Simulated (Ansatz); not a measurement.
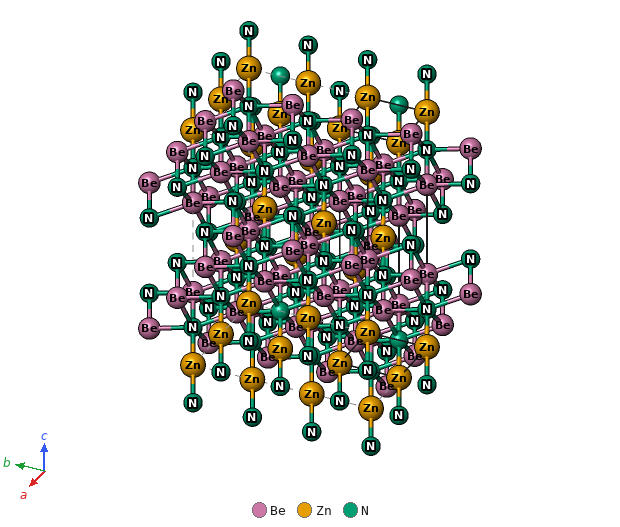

System Be2ZnN2 (space group I4/mmm, No. 139); source of the atomic positions: the end point of a relaxation with DFT PBE, scalar-relativistic, plane waves, PAW (Ansatz 0.2.0); the starting structure was generated, so it need not be a known form of this composition.

Bonds are taken as Be–N below 2.2 Å and N–Zn below 2.1 Å. Simplification: prune 0- and 1-connected atoms, fold 2-connected ones into links.

### What kind of net remains, and which atoms are its nodes?

A binodal (5,6)-connected, three-periodic net: Be is a 5-connected node; N is a 6-connected node, in the ratio 1:1. Zn becomes part of the edges.

### Is the net interpenetrated?

It is a single net, without interpenetration.

### How many nodes does the smallest cycle have?

Four.
